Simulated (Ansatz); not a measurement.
# AsH3 (singlet): B3LYP, wB97M-V over a scan of the distance As1–H4, 6-31G, part 2 of 2

Ansatz 0.2.0, Gaussian basis; 6-31G, all electrons in the functionals. The steps go on from the part before.

## 15. wB97M-V, 1.522 Å

The input, in.yaml:

```yaml
crystal:
  periodic: [false, false, false]
  atoms:
    - {symbol: As, position_ang: [0.000180, 0.000018, -0.032875]}
    - {symbol: H, position_ang: [1.259297, 0.013995, 0.821503]}
    - {symbol: H, position_ang: [-0.648855, 1.086822, 0.811601]}
    - {symbol: H, position_ang: [-0.623856, -1.102121, 0.810570]}
basis:
  gaussian: {orbitals: 6-31G}
hamiltonian: {xc: {name: wB97M-V}}
output: {forces: true, orbitals: {seedname: orbitals}}
```

Run with:

```
ansatz run in.yaml --threads 1 --pin off --events-out ev --progress --plain --max-ram 2393MiB
```

The program printed, shortened:

```text
Functional definition: wB97M-V
  name "wB97M-V"
  cite "Mardirossian & Head-Gordon, J. Chem. Phys. 144, 214110 (2016) doi:10.1063/1.4952647"
  cite "Becke, J. Chem. Phys. 107, 8554 (1997) doi:10.1063/1.475007"
  cite "Vydrov & Van Voorhis, J. Chem. Phys. 133, 244103 (2010) doi:10.1063/1.3521275"
  # Of w^i u^j: cxij and so on, Table III.
[...]
  gx(w, u) = 1 - cx + cx01*u + cx10*w
  gss(w, u) = css00 + css04*u^4 + css10*w + css20*w^2 + css43*w^4*u^3
  gos(w, u) = cos00 + cos10*w + (cos20 + cos21*u)*w^2 + (cos60 + cos61*u)*w^6
[...]
      + integral(e_c_pw_mod_opposite_spin*gos(b97_w_opposite, b97_u_opposite)) + vv10(b, c)
346 factors; integrals over basis functions are off by at most 3.3e-4 eV
97 factors; integrals over basis functions are off by at most 1.3e-5 eV
[...]
mean field -60875.80245551 eV, -2237.1444771391 hartree, gradient 8.7e-5 eV, S^2 0.000000; 0 other end points of the search recorded, 0 dependent functions left out
[...]
reference -60875.80248511 eV, -2237.1444782268 hartree; 18, 18 occupied and 17, 17 virtual orbitals, 346 factors
Total energy: -60875.80248511 eV, -2237.1444782268 hartree
Atom 0 at     0.000180     0.000018    -0.032875 Å, force    -0.000043    -0.000004     0.007356 eV/Å
Atom 1 at     1.259297     0.013995     0.821503 Å, force     0.150455     0.001719    -0.001625 eV/Å
Atom 2 at    -0.648855     1.086822     0.811601 Å, force    -0.076694     0.129420    -0.002804 eV/Å
Atom 3 at    -0.623856    -1.102121     0.810570 Å, force    -0.073718    -0.131135    -0.002927 eV/Å
Dipole moment:    -0.001017    -0.000099     0.184903 e Å
```

Wall time 2.3 s (1 thread of Arm Neoverse V2, shared host).

## 16. wB97M-V, 1.691 Å

The input, in.yaml:

```yaml
crystal:
  periodic: [false, false, false]
  atoms:
    - {symbol: As, position_ang: [0.001078, 0.001603, -0.034089]}
    - {symbol: H, position_ang: [1.260191, 0.015578, 0.820294]}
    - {symbol: H, position_ang: [-0.647960, 1.088405, 0.810388]}
    - {symbol: H, position_ang: [-0.692396, -1.223169, 0.903198]}
basis:
  gaussian: {orbitals: 6-31G}
hamiltonian: {xc: {name: wB97M-V}}
output: {forces: true, orbitals: {seedname: orbitals}}
```

Launched as before.

The program printed, shortened:

```text
Functional definition: wB97M-V
  name "wB97M-V"
  cite "Mardirossian & Head-Gordon, J. Chem. Phys. 144, 214110 (2016) doi:10.1063/1.4952647"
  cite "Becke, J. Chem. Phys. 107, 8554 (1997) doi:10.1063/1.475007"
  cite "Vydrov & Van Voorhis, J. Chem. Phys. 133, 244103 (2010) doi:10.1063/1.3521275"
  # Of w^i u^j: cxij and so on, Table III.
[...]
  gx(w, u) = 1 - cx + cx01*u + cx10*w
  gss(w, u) = css00 + css04*u^4 + css10*w + css20*w^2 + css43*w^4*u^3
  gos(w, u) = cos00 + cos10*w + (cos20 + cos21*u)*w^2 + (cos60 + cos61*u)*w^6
[...]
      + integral(e_c_pw_mod_opposite_spin*gos(b97_w_opposite, b97_u_opposite)) + vv10(b, c)
348 factors; integrals over basis functions are off by at most 2.7e-4 eV
97 factors; integrals over basis functions are off by at most 1.4e-5 eV
[...]
mean field -60875.62377285 eV, -2237.1379106723 hartree, gradient 4.2e-5 eV, S^2 0.000000; 0 other end points of the search recorded, 0 dependent functions left out
[...]
reference -60875.62380249 eV, -2237.1379117617 hartree; 18, 18 occupied and 17, 17 virtual orbitals, 348 factors
Total energy: -60875.62380249 eV, -2237.1379117617 hartree
Atom 0 at     0.001078     0.001603    -0.034089 Å, force    -0.847835    -1.498701     1.004532 eV/Å
Atom 1 at     1.260191     0.015578     0.820294 Å, force     0.138248    -0.021900     0.047607 eV/Å
Atom 2 at    -0.647960     1.088405     0.810388 Å, force    -0.090920     0.106946     0.046417 eV/Å
Atom 3 at    -0.692396    -1.223169     0.903198 Å, force     0.800508     1.413655    -1.098556 eV/Å
Dipole moment:     0.031360     0.057128     0.146197 e Å
```

Wall time 2.4 s (1 thread of Arm Neoverse V2, shared host).

From 1.522 Å: +4.1 kcal/mol.

## 17. wB97M-V, 1.881 Å

The input, in.yaml:

```yaml
crystal:
  periodic: [false, false, false]
  atoms:
    - {symbol: As, position_ang: [0.002086, 0.003383, -0.035451]}
    - {symbol: H, position_ang: [1.261199, 0.017358, 0.818932]}
    - {symbol: H, position_ang: [-0.646952, 1.090185, 0.809026]}
    - {symbol: H, position_ang: [-0.769307, -1.359005, 1.007149]}
basis:
  gaussian: {orbitals: 6-31G}
hamiltonian: {xc: {name: wB97M-V}}
output: {forces: true, orbitals: {seedname: orbitals}}
```

Launched as before.

The program printed, shortened:

```text
Functional definition: wB97M-V
  name "wB97M-V"
  cite "Mardirossian & Head-Gordon, J. Chem. Phys. 144, 214110 (2016) doi:10.1063/1.4952647"
  cite "Becke, J. Chem. Phys. 107, 8554 (1997) doi:10.1063/1.475007"
  cite "Vydrov & Van Voorhis, J. Chem. Phys. 133, 244103 (2010) doi:10.1063/1.3521275"
  # Of w^i u^j: cxij and so on, Table III.
[...]
  gx(w, u) = 1 - cx + cx01*u + cx10*w
  gss(w, u) = css00 + css04*u^4 + css10*w + css20*w^2 + css43*w^4*u^3
  gos(w, u) = cos00 + cos10*w + (cos20 + cos21*u)*w^2 + (cos60 + cos61*u)*w^6
[...]
      + integral(e_c_pw_mod_opposite_spin*gos(b97_w_opposite, b97_u_opposite)) + vv10(b, c)
349 factors; integrals over basis functions are off by at most 2.9e-4 eV
98 factors; integrals over basis functions are off by at most 1.2e-5 eV
[...]
mean field -60875.14455015 eV, -2237.1202995630 hartree, gradient 8.7e-5 eV, S^2 0.000000; 0 other end points of the search recorded, 0 dependent functions left out
[...]
reference -60875.14458002 eV, -2237.1203006606 hartree; 18, 18 occupied and 17, 17 virtual orbitals, 349 factors
Total energy: -60875.14458002 eV, -2237.1203006606 hartree
Atom 0 at     0.002086     0.003383    -0.035451 Å, force    -1.235494    -2.184519     1.403083 eV/Å
Atom 1 at     1.261199     0.017358     0.818932 Å, force     0.128871    -0.038362     0.093635 eV/Å
Atom 2 at    -0.646952     1.090185     0.809026 Å, force    -0.100476     0.090585     0.092445 eV/Å
Atom 3 at    -0.769307    -1.359005     1.007149 Å, force     1.207099     2.132296    -1.589162 eV/Å
Dipole moment:     0.064648     0.115973     0.107022 e Å
```

Run time: 2.4 s. Hardware: 1 thread of Arm Neoverse V2, shared host.

From 1.522 Å: +15.2 kcal/mol.

## 18. wB97M-V, 2.095 Å

The input, in.yaml:

```yaml
crystal:
  periodic: [false, false, false]
  atoms:
    - {symbol: As, position_ang: [0.003221, 0.005387, -0.036985]}
    - {symbol: H, position_ang: [1.262334, 0.019362, 0.817398]}
    - {symbol: H, position_ang: [-0.645817, 1.092189, 0.807492]}
    - {symbol: H, position_ang: [-0.855933, -1.511998, 1.124231]}
basis:
  gaussian: {orbitals: 6-31G}
magnetization: {spin_polarized: true, initial_magnetization: 0}
hamiltonian: {xc: {name: wB97M-V}}
output: {orbitals: {seedname: orbitals}}
```

The command is unchanged.

The program printed, shortened:

```text
Functional definition: wB97M-V
  name "wB97M-V"
  cite "Mardirossian & Head-Gordon, J. Chem. Phys. 144, 214110 (2016) doi:10.1063/1.4952647"
  cite "Becke, J. Chem. Phys. 107, 8554 (1997) doi:10.1063/1.475007"
  cite "Vydrov & Van Voorhis, J. Chem. Phys. 133, 244103 (2010) doi:10.1063/1.3521275"
  # Of w^i u^j: cxij and so on, Table III.
[...]
  gx(w, u) = 1 - cx + cx01*u + cx10*w
  gss(w, u) = css00 + css04*u^4 + css10*w + css20*w^2 + css43*w^4*u^3
  gos(w, u) = cos00 + cos10*w + (cos20 + cos21*u)*w^2 + (cos60 + cos61*u)*w^6
[...]
      + integral(e_c_pw_mod_opposite_spin*gos(b97_w_opposite, b97_u_opposite)) + vv10(b, c)
351 factors; integrals over basis functions are off by at most 2.9e-4 eV
98 factors; integrals over basis functions are off by at most 1.2e-5 eV
[...]
mean field -60874.47922627 eV, -2237.0958493615 hartree, gradient 8.3e-5 eV, S^2 0.000000; 1 other end points of the search recorded, 0 dependent functions left out
reference -60874.47925629 eV, -2237.0958504648 hartree; 18, 18 occupied and 17, 17 virtual orbitals, 351 factors
Total energy: -60874.47925629 eV, -2237.0958504648 hartree
```

It took 3.5 s on 1 thread of Arm Neoverse V2, shared host.

From the report: ⟨S²⟩ of the determinant 0.000 (pure singlet: 0.00).

From 1.522 Å: +30.5 kcal/mol.

## 19. wB97M-V, 2.408 Å

The input, in.yaml:

```yaml
crystal:
  periodic: [false, false, false]
  atoms:
    - {symbol: As, position_ang: [0.004881, 0.008319, -0.039228]}
    - {symbol: H, position_ang: [1.263993, 0.022294, 0.815155]}
    - {symbol: H, position_ang: [-0.644158, 1.095121, 0.805249]}
    - {symbol: H, position_ang: [-0.982633, -1.735769, 1.295477]}
basis:
  gaussian: {orbitals: 6-31G}
magnetization: {spin_polarized: true, initial_magnetization: 0}
hamiltonian: {xc: {name: wB97M-V}}
output: {forces: true, orbitals: {seedname: orbitals}}
```

Same command.

The program printed, shortened:

```text
Functional definition: wB97M-V
  name "wB97M-V"
  cite "Mardirossian & Head-Gordon, J. Chem. Phys. 144, 214110 (2016) doi:10.1063/1.4952647"
  cite "Becke, J. Chem. Phys. 107, 8554 (1997) doi:10.1063/1.475007"
  cite "Vydrov & Van Voorhis, J. Chem. Phys. 133, 244103 (2010) doi:10.1063/1.3521275"
  # Of w^i u^j: cxij and so on, Table III.
[...]
  gx(w, u) = 1 - cx + cx01*u + cx10*w
  gss(w, u) = css00 + css04*u^4 + css10*w + css20*w^2 + css43*w^4*u^3
  gos(w, u) = cos00 + cos10*w + (cos20 + cos21*u)*w^2 + (cos60 + cos61*u)*w^6
[...]
      + integral(e_c_pw_mod_opposite_spin*gos(b97_w_opposite, b97_u_opposite)) + vv10(b, c)
351 factors; integrals over basis functions are off by at most 3.2e-4 eV
98 factors; integrals over basis functions are off by at most 1.4e-5 eV
[...]
mean field -60873.50181578 eV, -2237.0599301883 hartree, gradient 1.9e-5 eV, S^2 0.136373; 3 other end points of the search recorded, 0 dependent functions left out
[...]
reference -60873.50184622 eV, -2237.0599313072 hartree; 18, 18 occupied and 17, 17 virtual orbitals, 351 factors
Total energy: -60873.50184622 eV, -2237.0599313072 hartree
Atom 0 at     0.004881     0.008319    -0.039228 Å, force    -1.138668    -2.015172     1.092299 eV/Å
Atom 1 at     1.263993     0.022294     0.815155 Å, force     0.131865    -0.043340     0.166568 eV/Å
Atom 2 at    -0.644158     1.095121     0.805249 Å, force    -0.106860     0.090879     0.165328 eV/Å
Atom 3 at    -0.982633    -1.735769     1.295477 Å, force     1.113663     1.967633    -1.424195 eV/Å
Dipole moment:     0.120446     0.214648     0.045470 e Å
```

Wall time 9 s (1 thread of Arm Neoverse V2, shared host).

From the report: ⟨S²⟩ of the determinant 0.136 (pure singlet: 0.00).

From 1.522 Å: +53.1 kcal/mol.

## 20. wB97M-V, 2.755 Å

The input, in.yaml:

```yaml
crystal:
  periodic: [false, false, false]
  atoms:
    - {symbol: As, position_ang: [0.006721, 0.011569, -0.041715]}
    - {symbol: H, position_ang: [1.265834, 0.025544, 0.812668]}
    - {symbol: H, position_ang: [-0.642317, 1.098371, 0.802762]}
    - {symbol: H, position_ang: [-1.123097, -1.983847, 1.485325]}
basis:
  gaussian: {orbitals: 6-31G}
magnetization: {spin_polarized: true, initial_magnetization: 0}
hamiltonian: {xc: {name: wB97M-V}}
output: {forces: true, orbitals: {seedname: orbitals}}
```

The command is unchanged.

The program printed, shortened:

```text
Functional definition: wB97M-V
  name "wB97M-V"
  cite "Mardirossian & Head-Gordon, J. Chem. Phys. 144, 214110 (2016) doi:10.1063/1.4952647"
  cite "Becke, J. Chem. Phys. 107, 8554 (1997) doi:10.1063/1.475007"
  cite "Vydrov & Van Voorhis, J. Chem. Phys. 133, 244103 (2010) doi:10.1063/1.3521275"
  # Of w^i u^j: cxij and so on, Table III.
[...]
  gx(w, u) = 1 - cx + cx01*u + cx10*w
  gss(w, u) = css00 + css04*u^4 + css10*w + css20*w^2 + css43*w^4*u^3
  gos(w, u) = cos00 + cos10*w + (cos20 + cos21*u)*w^2 + (cos60 + cos61*u)*w^6
[...]
      + integral(e_c_pw_mod_opposite_spin*gos(b97_w_opposite, b97_u_opposite)) + vv10(b, c)
350 factors; integrals over basis functions are off by at most 3.4e-4 eV
98 factors; integrals over basis functions are off by at most 1.7e-5 eV
[...]
mean field -60872.91087900 eV, -2237.0382136623 hartree, gradient 5.5e-5 eV, S^2 0.682152; 3 other end points of the search recorded, 0 dependent functions left out
[...]
reference -60872.91090955 eV, -2237.0382147850 hartree; 18, 18 occupied and 17, 17 virtual orbitals, 350 factors
Total energy: -60872.91090955 eV, -2237.0382147850 hartree
Atom 0 at     0.006721     0.011569    -0.041715 Å, force    -0.492218    -0.873961     0.163277 eV/Å
Atom 1 at     1.265834     0.025544     0.812668 Å, force     0.170152    -0.011447     0.181684 eV/Å
Atom 2 at    -0.642317     1.098371     0.802762 Å, force    -0.099625     0.140231     0.180283 eV/Å
Atom 3 at    -1.123097    -1.983847     1.485325 Å, force     0.421691     0.745177    -0.525244 eV/Å
Dipole moment:     0.079276     0.141951     0.102809 e Å
```

It took 11 s on 1 thread of Arm Neoverse V2, shared host.

From the report: ⟨S²⟩ of the determinant 0.682 (pure singlet: 0.00). The determinant is far from a pure spin state, so its energy mixes those of several spin states (harmless only where they are near-degenerate, as at dissociation).

From 1.522 Å: +66.7 kcal/mol.

## 21. wB97M-V, 3.331 Å

The input, in.yaml:

```yaml
crystal:
  periodic: [false, false, false]
  atoms:
    - {symbol: As, position_ang: [0.009776, 0.016964, -0.045844]}
    - {symbol: H, position_ang: [1.268888, 0.030938, 0.808539]}
    - {symbol: H, position_ang: [-0.639263, 1.103765, 0.798633]}
    - {symbol: H, position_ang: [-1.356258, -2.395643, 1.800461]}
basis:
  gaussian: {orbitals: 6-31G}
magnetization: {spin_polarized: true, initial_magnetization: 0}
hamiltonian: {xc: {name: wB97M-V}}
output: {forces: true, orbitals: {seedname: orbitals}}
```

Launched as before.

The program printed, shortened:

```text
Functional definition: wB97M-V
  name "wB97M-V"
  cite "Mardirossian & Head-Gordon, J. Chem. Phys. 144, 214110 (2016) doi:10.1063/1.4952647"
  cite "Becke, J. Chem. Phys. 107, 8554 (1997) doi:10.1063/1.475007"
  cite "Vydrov & Van Voorhis, J. Chem. Phys. 133, 244103 (2010) doi:10.1063/1.3521275"
  # Of w^i u^j: cxij and so on, Table III.
[...]
  gx(w, u) = 1 - cx + cx01*u + cx10*w
  gss(w, u) = css00 + css04*u^4 + css10*w + css20*w^2 + css43*w^4*u^3
  gos(w, u) = cos00 + cos10*w + (cos20 + cos21*u)*w^2 + (cos60 + cos61*u)*w^6
[...]
      + integral(e_c_pw_mod_opposite_spin*gos(b97_w_opposite, b97_u_opposite)) + vv10(b, c)
350 factors; integrals over basis functions are off by at most 3.8e-4 eV
98 factors; integrals over basis functions are off by at most 2.1e-5 eV
[...]
mean field -60872.62056475 eV, -2237.0275448105 hartree, gradient 1.6e-5 eV, S^2 0.940461; 3 other end points of the search recorded, 0 dependent functions left out
[...]
reference -60872.62059574 eV, -2237.0275459494 hartree; 18, 18 occupied and 17, 17 virtual orbitals, 350 factors
Total energy: -60872.62059574 eV, -2237.0275459494 hartree
Atom 0 at     0.009776     0.016964    -0.045844 Å, force    -0.193390    -0.346289    -0.251547 eV/Å
Atom 1 at     1.268888     0.030938     0.808539 Å, force     0.195929     0.014976     0.178922 eV/Å
Atom 2 at    -0.639263     1.103765     0.798633 Å, force    -0.090421     0.175972     0.177436 eV/Å
Atom 3 at    -1.356258    -2.395643     1.800461 Å, force     0.087882     0.155341    -0.104812 eV/Å
Dipole moment:     0.048291     0.087226     0.144547 e Å
```

It took 10 s on 1 thread of Arm Neoverse V2, shared host.

From the report: ⟨S²⟩ of the determinant 0.940 (pure singlet: 0.00). The determinant is far from a pure spin state, so its energy mixes those of several spin states (harmless only where they are near-degenerate, as at dissociation).

From 1.522 Å: +73.4 kcal/mol.

## 22. wB97M-V, 4.210 Å

The input, in.yaml:

```yaml
crystal:
  periodic: [false, false, false]
  atoms:
    - {symbol: As, position_ang: [0.014437, 0.025196, -0.052144]}
    - {symbol: H, position_ang: [1.273550, 0.039171, 0.802239]}
    - {symbol: H, position_ang: [-0.634601, 1.111998, 0.792333]}
    - {symbol: H, position_ang: [-1.712072, -3.024060, 2.281373]}
basis:
  gaussian: {orbitals: 6-31G}
magnetization: {spin_polarized: true, initial_magnetization: 0}
hamiltonian: {xc: {name: wB97M-V}}
output: {forces: true, orbitals: {seedname: orbitals}}
```

Same command.

The program printed, shortened:

```text
Functional definition: wB97M-V
  name "wB97M-V"
  cite "Mardirossian & Head-Gordon, J. Chem. Phys. 144, 214110 (2016) doi:10.1063/1.4952647"
  cite "Becke, J. Chem. Phys. 107, 8554 (1997) doi:10.1063/1.475007"
  cite "Vydrov & Van Voorhis, J. Chem. Phys. 133, 244103 (2010) doi:10.1063/1.3521275"
  # Of w^i u^j: cxij and so on, Table III.
[...]
  gx(w, u) = 1 - cx + cx01*u + cx10*w
  gss(w, u) = css00 + css04*u^4 + css10*w + css20*w^2 + css43*w^4*u^3
  gos(w, u) = cos00 + cos10*w + (cos20 + cos21*u)*w^2 + (cos60 + cos61*u)*w^6
[...]
      + integral(e_c_pw_mod_opposite_spin*gos(b97_w_opposite, b97_u_opposite)) + vv10(b, c)
348 factors; integrals over basis functions are off by at most 4.0e-4 eV
98 factors; integrals over basis functions are off by at most 2.6e-5 eV
[...]
mean field -60872.55169731 eV, -2237.0250139786 hartree, gradient 7.5e-5 eV, S^2 0.997449; 3 other end points of the search recorded, 0 dependent functions left out
[...]
reference -60872.55173033 eV, -2237.0250151920 hartree; 18, 18 occupied and 17, 17 virtual orbitals, 348 factors
Total energy: -60872.55173033 eV, -2237.0250151920 hartree
Atom 0 at     0.014437     0.025196    -0.052144 Å, force    -0.128512    -0.231650    -0.333224 eV/Å
Atom 1 at     1.273550     0.039171     0.802239 Å, force     0.204431     0.025661     0.172773 eV/Å
Atom 2 at    -0.634601     1.111998     0.792333 Å, force    -0.085662     0.188761     0.171267 eV/Å
Atom 3 at    -1.712072    -3.024060     2.281373 Å, force     0.009742     0.017228    -0.010816 eV/Å
Dipole moment:     0.046902     0.084783     0.147533 e Å
```

Run time: 16 s. Hardware: 1 thread of Arm Neoverse V2, shared host.

From the report: ⟨S²⟩ of the determinant 0.997 (pure singlet: 0.00). The determinant is far from a pure spin state, so its energy mixes those of several spin states (harmless only where they are near-degenerate, as at dissociation).

From 1.522 Å: +75.0 kcal/mol.

## 23. wB97M-V, 5.220 Å

The input, in.yaml:

```yaml
crystal:
  periodic: [false, false, false]
  atoms:
    - {symbol: As, position_ang: [0.019793, 0.034656, -0.059383]}
    - {symbol: H, position_ang: [1.278906, 0.048631, 0.795000]}
    - {symbol: H, position_ang: [-0.629245, 1.121458, 0.785094]}
    - {symbol: H, position_ang: [-2.120914, -3.746132, 2.833956]}
basis:
  gaussian: {orbitals: 6-31G}
magnetization: {spin_polarized: true, initial_magnetization: 0}
hamiltonian: {xc: {name: wB97M-V}}
output: {orbitals: {seedname: orbitals}}
```

The command is unchanged.

The program printed, shortened:

```text
Functional definition: wB97M-V
  name "wB97M-V"
  cite "Mardirossian & Head-Gordon, J. Chem. Phys. 144, 214110 (2016) doi:10.1063/1.4952647"
  cite "Becke, J. Chem. Phys. 107, 8554 (1997) doi:10.1063/1.475007"
  cite "Vydrov & Van Voorhis, J. Chem. Phys. 133, 244103 (2010) doi:10.1063/1.3521275"
  # Of w^i u^j: cxij and so on, Table III.
[...]
  gx(w, u) = 1 - cx + cx01*u + cx10*w
  gss(w, u) = css00 + css04*u^4 + css10*w + css20*w^2 + css43*w^4*u^3
  gos(w, u) = cos00 + cos10*w + (cos20 + cos21*u)*w^2 + (cos60 + cos61*u)*w^6
[...]
      + integral(e_c_pw_mod_opposite_spin*gos(b97_w_opposite, b97_u_opposite)) + vv10(b, c)
347 factors; integrals over basis functions are off by at most 4.3e-4 eV
98 factors; integrals over basis functions are off by at most 3.4e-5 eV
[...]
mean field -60872.53979187 eV, -2237.0245764619 hartree, gradient 1.2e-5 eV, S^2 1.001549; 3 other end points of the search recorded, 0 dependent functions left out
reference -60872.53982705 eV, -2237.0245777548 hartree; 18, 18 occupied and 17, 17 virtual orbitals, 347 factors
Total energy: -60872.53982705 eV, -2237.0245777548 hartree
```

It took 8.5 s on 1 thread of Arm Neoverse V2, shared host.

From the report: ⟨S²⟩ of the determinant 1.002 (pure singlet: 0.00). The determinant is far from a pure spin state, so its energy mixes those of several spin states (harmless only where they are near-degenerate, as at dissociation).

From 1.522 Å: +75.2 kcal/mol.

## 24. Against the wave-function levels

The yardstick is full CI for this spin, exact in this basis with these frozen cores. It comes from earlier runs at the same points. Energies in kcal/mol, counted from 1.522 Å; blanks weren't run or aren't comparable.

```
  level  1.236 Å  1.351 Å  1.522 Å  1.691 Å  1.881 Å  2.095 Å  2.408 Å  2.755 Å  3.331 Å  4.210 Å  5.220 Å
    FCI     30.1      9.8      0.0      2.5     11.2     23.1     39.0     51.3     60.6     63.4     63.8
  B3LYP     28.6      9.0      0.0      3.3     13.3     27.3     47.9     63.1     71.9     74.4     74.8
wB97M-V     27.4      8.3      0.0      4.1     15.2     30.5     53.1     66.7     73.4     75.0     75.2
```

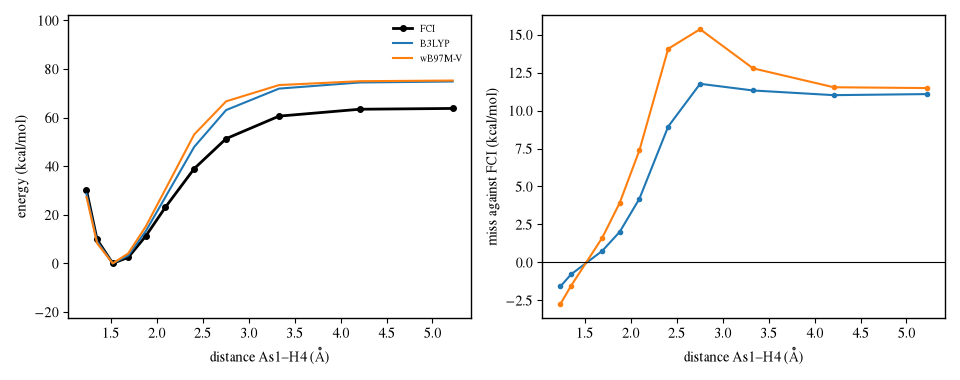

Left: the curves (the axis may cut off levels that run far away). Right: misses against FCI, in the same colours.

Largest miss and mean time a point (FCI took 50 s a point; shared hosts):

```
  level  largest miss (kcal/mol)    where  time a point
  B3LYP                    +11.8  2.755 Å         1.4 s
wB97M-V                    +15.4  2.755 Å         6.3 s
```

## 25. What came out

The summary covers parts 1 to 2.

| quantity | value |
| --- | --- |
| span of the FCI curve | 63.8 kcal/mol |
| largest miss, B3LYP | +11.8 kcal/mol (2.755 Å) |
| largest miss, wB97M-V | +15.4 kcal/mol (2.755 Å) |

What this shows: Of the functionals, B3LYP keep the smallest largest miss at the points compared (at most 11.8 kcal/mol) and wB97M-V strays most (15.4 kcal/mol, at 2.755 Å). B3LYP, wB97M-V clearly break the spin symmetry at some points (⟨S²⟩ up to 1.00 above the pure value), so energy there is bought with a mixed spin. Functionals and the yardstick converge differently with the basis, so part of each miss in 6-31G is the basis.
